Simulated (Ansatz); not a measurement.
H6C2O: several calculations on one system

Part 1: Relaxation

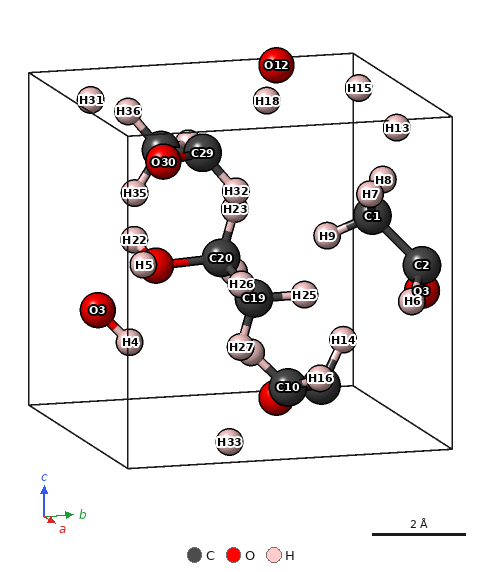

An amorphous cell of composition H$_{6}$C$_{2}$O, before the relaxation. The picture is a ball-and-stick view of the cell of the calculation, seen slightly off an axis.

The cell holds 4 CH3CH2OH. The run prepares the start of a later molecular dynamics calculation, from a guessed geometry.

These are results of Ansatz, DFT PBE, scalar-relativistic, plane waves, PAW, not measurements.

Input file:
```yaml
crystal:
  lattice:
    - [7.293633, 0.0, 0.0]
    - [0.0, 7.293633, 0.0]
    - [0.0, 0.0, 7.293633]
  atoms:
    - { symbol: C, position: [0.7720324, 0.823828, 0.6697003] }
    - { symbol: C, position: [0.8375953, 0.9565988, 0.5246323] }
    - { symbol: O, position: [0.682181, 1.0043198, 0.415823] }
    - { symbol: H, position: [0.723077, 1.089689, 0.3221481] }
    - { symbol: H, position: [0.8975906, 1.0787581, 0.5893907] }
    - { symbol: H, position: [0.9448033, 0.8925178, 0.4402754] }
    - { symbol: H, position: [0.8855165, 0.7817766, 0.7581524] }
    - { symbol: H, position: [0.6664025, 0.8881368, 0.7540369] }
    - { symbol: H, position: [0.7135593, 0.7021174, 0.6050985] }
    - { symbol: C, position: [0.3861314, 0.681005, 0.0872943] }
    - { symbol: C, position: [0.2433488, 0.8282488, 0.0572329] }
    - { symbol: O, position: [0.0808866, 0.7389781, -0.0052744] }
    - { symbol: H, position: [-0.0117023, 0.8326524, -0.0249673] }
    - { symbol: H, position: [0.2178331, 0.902801, 0.1857121] }
    - { symbol: H, position: [0.2924271, 0.9281591, -0.0443804] }
    - { symbol: H, position: [0.51472, 0.7410268, 0.1355965] }
    - { symbol: H, position: [0.3375923, 0.5825837, 0.189094] }
    - { symbol: H, position: [0.4120979, 0.6079118, -0.0407256] }
    - { symbol: C, position: [0.5361162, 0.5307771, 0.3923553] }
    - { symbol: C, position: [0.3553728, 0.4841676, 0.4825255] }
    - { symbol: O, position: [0.3309229, 0.2907886, 0.4658772] }
    - { symbol: H, position: [0.2149933, 0.2595764, 0.5235097] }
    - { symbol: H, position: [0.3573068, 0.5259665, 0.6273188] }
    - { symbol: H, position: [0.2430194, 0.5586828, 0.4151446] }
    - { symbol: H, position: [0.5629731, 0.6780237, 0.4005937] }
    - { symbol: H, position: [0.6476283, 0.4575273, 0.4602192] }
    - { symbol: H, position: [0.5334765, 0.4902049, 0.2482966] }
    - { symbol: C, position: [0.6034667, 0.2231011, 0.8698288] }
    - { symbol: C, position: [0.7973508, 0.2922331, 0.8943445] }
    - { symbol: O, position: [0.9141729, 0.1353972, 0.899391] }
    - { symbol: H, position: [1.0391686, 0.1785692, 0.9151276] }
    - { symbol: H, position: [0.8346741, 0.3835779, 0.7804186] }
    - { symbol: H, position: [0.8083577, 0.371746, 1.0219084] }
    - { symbol: H, position: [0.5067038, 0.3374832, 0.8648883] }
    - { symbol: H, position: [0.592574, 0.1451613, 0.7424997] }
    - { symbol: H, position: [0.5662888, 0.1333434, 0.9837031] }
basis:
  ecutwfc: 420.0
kpoints:
  mp_grid: { grid: [1, 1, 1] }
hamiltonian:
  xc: pbe
scf:
  occupations: { method: fermi_dirac, width: 0.05 }
  lower_state_search: "off"
relax:
  f_tol: 0.3
  max_steps: 15
  adjacent_minimum: "off"
```

Run as
```bash
ansatz run input.yaml --threads 1 --pin off --max-ram 3072MiB --backend cpu --events-out ev --progress --plain --runs-dir out
```

Q: What does the optimiser find from here?

A: After 8 accepted moves (9 points after the start) the energy has fallen by 38.7 meV per atom. The largest force component goes from 0.68 to 0.16 eV/Å. 1 step only repeated the SCF at the same geometry. The forces were under the threshold at step 1, but the run went on from there. The largest move is that of H31, 1.28 Å along [0 1 3]. Largest moves by element: H 1.28 Å, O 1.11 Å, C 0.75 Å. The cell doesn't change. Some distances before and after: C29–O30 1.427 → 1.455 Å, C20–O21 1.427 → 1.435 Å, C11–H15 1.099 → 1.107 Å, O12–H13 0.971 → 0.977 Å. Bond angles that change, for instance: C1–C2–O3 107.1° → 109.8°.

The structure at the end:

```
CELL_PARAMETERS angstrom
7.29363 0.00000 0.00000
0.00000 7.29363 0.00000
0.00000 0.00000 7.29363
ATOMIC_POSITIONS crystal
C 0.81842 0.79577 0.61351
C 0.87805 0.94062 0.47753
O 0.73818 0.96698 0.34307
H 0.78911 0.04463 0.24688
H 0.90347 0.07141 0.55238
H 0.00816 0.89983 0.41145
H 0.92469 0.77499 0.71847
H 0.69050 0.83610 0.68303
H 0.79392 0.66487 0.54262
C 0.38249 0.72763 0.02044
C 0.24716 0.88203 0.05245
O 0.06725 0.81697 0.01026
H 0.98644 0.92376 0.00698
H 0.25552 0.92884 0.19627
H 0.28272 0.00010 0.96405
H 0.51844 0.76357 0.07374
H 0.33535 0.60431 0.09277
H 0.39366 0.69553 0.87391
C 0.48681 0.44291 0.41538
C 0.29443 0.42252 0.49044
O 0.23920 0.23542 0.46447
H 0.12099 0.21748 0.52335
H 0.29097 0.45955 0.63732
H 0.19967 0.51630 0.41815
H 0.53009 0.58697 0.41834
H 0.58428 0.36046 0.49519
H 0.49175 0.39529 0.27286
C 0.62444 0.25843 0.90772
C 0.80937 0.33307 0.96429
O 0.91525 0.18361 0.04346
H 0.03334 0.23215 0.08205
H 0.88314 0.39150 0.84532
H 0.79467 0.44296 0.06744
H 0.53446 0.37167 0.86455
H 0.63599 0.16121 0.79301
H 0.55829 0.18799 0.02362
```

The end point in the same view:

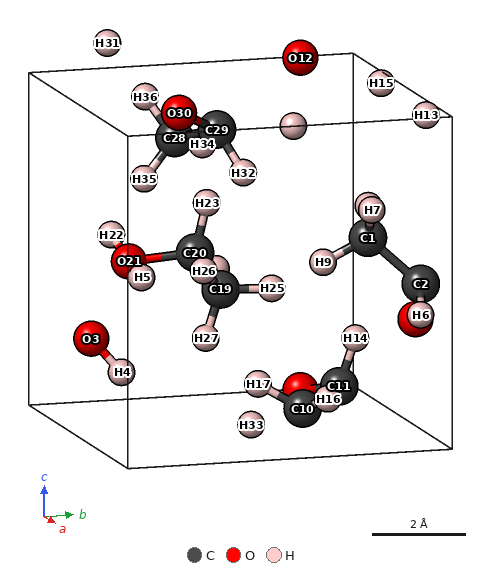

Limits of the set-up: the periodic images lie only 7.3 Å apart, so the values are limited by the cell's size.

Part 2: Dynamics

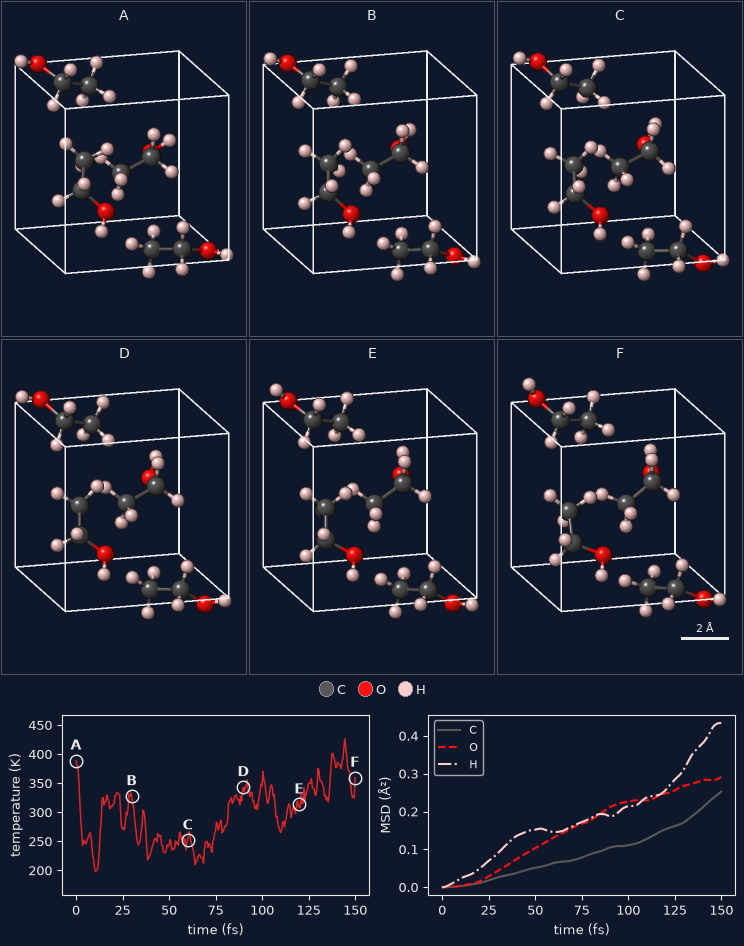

Molecular dynamics of a periodic cell with 4 CH3CH2OH at 0.789 g/cm³, 150 fs long. Frames (A at 0 fs, B at 30 fs, C at 60 fs, D at 90 fs, E at 120 fs, F at 150 fs) and the history of the run. Style: ball-and-stick. Shown: the simulation cell, from a free direction. Atoms that leave the cell re-enter on the other side.

Level of theory: DFT PBE, scalar-relativistic, plane waves, PAW (Ansatz). Set-up: plane-wave cutoff 420 eV; k-point mesh 1 × 1 × 1; Fermi-Dirac smearing 0.05 eV; Langevin thermostat (NVT); set temperature 400 K; time step 0.5 fs; H given the mass 2.014 u; friction 0.02 per fs.

### Describe the run.

Over the second half the temperature averages 329 K (spread ±34 K). The potential energy in the second half lies on average 34.6 meV per atom above the first frame. In the second half of the run the atoms are, in the root-mean-square, this far from where they began (common drift taken out): H 0.52 Å, O 0.49 Å, C 0.38 Å. The heavy atoms stay within a fraction of a molecule's size of their starting places; so short a run doesn't tell a liquid from a solid.

Limits of the set-up: masses were changed (H 2.014 u), which shifts the vibrations; the periodic images lie only 7.3 Å apart, so the values are limited by the cell's size.

The run took 10 min on 1 thread of Arm Neoverse V1 (shared host), peak memory 0.42 GiB.

Part 3: Dynamics

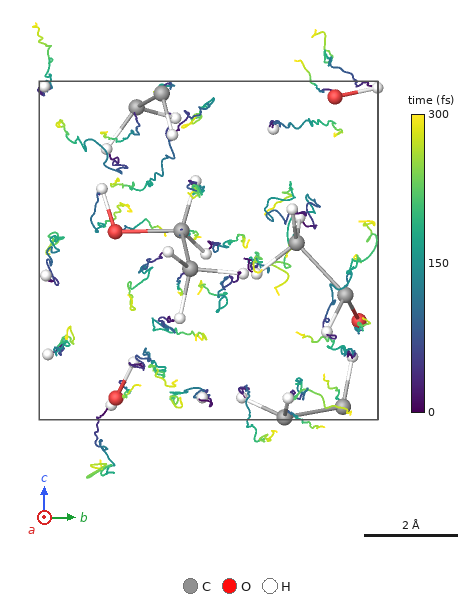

Molecular dynamics of a periodic cell with 4 CH3CH2OH at 0.789 g/cm³, 300 fs long. It starts from the last geometry of an earlier run, with fresh velocities. Lines trace each atom's path, coloured by time; spheres stand at the starting positions. Seen along the a axis in the simulation cell.

All numbers below come from DFT PBE, scalar-relativistic, plane waves, PAW (Ansatz 0.2.0). Set-up: plane-wave cutoff 420 eV; k-point mesh 1 × 1 × 1; Fermi-Dirac smearing 0.05 eV; Langevin thermostat (NVT); set temperature 400 K; time step 0.75 fs; H given the mass 2.014 u; friction 0.01 per fs.

### What do the traces tell about the motion?

In the second half of the run the atoms are, in the root-mean-square, this far from where they began (common drift taken out): H 1.23 Å, O 0.89 Å, C 0.65 Å. The heavy atoms stay within a fraction of a molecule's size of their starting places; so short a run doesn't tell a liquid from a solid. The mean temperature in the second half is 448 K (standard deviation 41 K). The potential energy in the second half lies on average 10.2 meV per atom above the first frame.

Limits of the set-up: masses were changed (H 2.014 u), which shifts the vibrations; the periodic images lie only 7.3 Å apart, so the values are limited by the cell's size.

The run took 15 min on 1 thread of Arm Neoverse V1, on a shared host, peak memory 0.42 GiB.
